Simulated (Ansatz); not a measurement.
**CoPdO2, pressure series**

Base system: CoPdO2 (space group R-3m, No. 166; non-magnetic).

```
CoPdO2
1.0
    1.43103     0.82621     5.94664
   -1.43103     0.82621     5.94664
    0.00000    -1.65241     5.94664
Pd Co O
1 1 2
Direct
  0.00000   0.00000   0.00000
  0.50000   0.50000   0.50000
  0.11282   0.11282   0.11282
  0.88718   0.88718   0.88718
```

Cell and atoms are relaxed at each pressure.

Level of theory: PBE in Ansatz (plane waves to 420 eV, PAW, spin-orbit coupling left out), earlier PAW set.

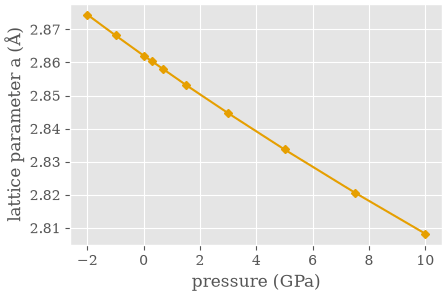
Lattice parameter a against pressure

Q: From the plot, what is the lattice parameter a for pressure 10 GPa?

A: About 2.808 Å.

Q: Is the trend monotonic over the range shown?

A: Yes, it falls throughout, spanning 2.808 Å to 2.874 Å.

Load acts through the strain it causes; cell and atoms are relaxed under it. No phonon test of stability was made. No other phases were tried under pressure. Starting moments died away, wholly or in part, for the base; another magnetic solution may exist. No Hubbard U is applied and the magnetic state is the run's own (CoPdO2 not spin-polarised; CoPdO2 non-magnetic); small cells can't hold the antiferromagnetic order that many such compounds have, so gaps and moments can be off. The final runs are not spin-polarised. An odd electron count without spin: CoPdO2.

Ansatz is a program for electronic structure.
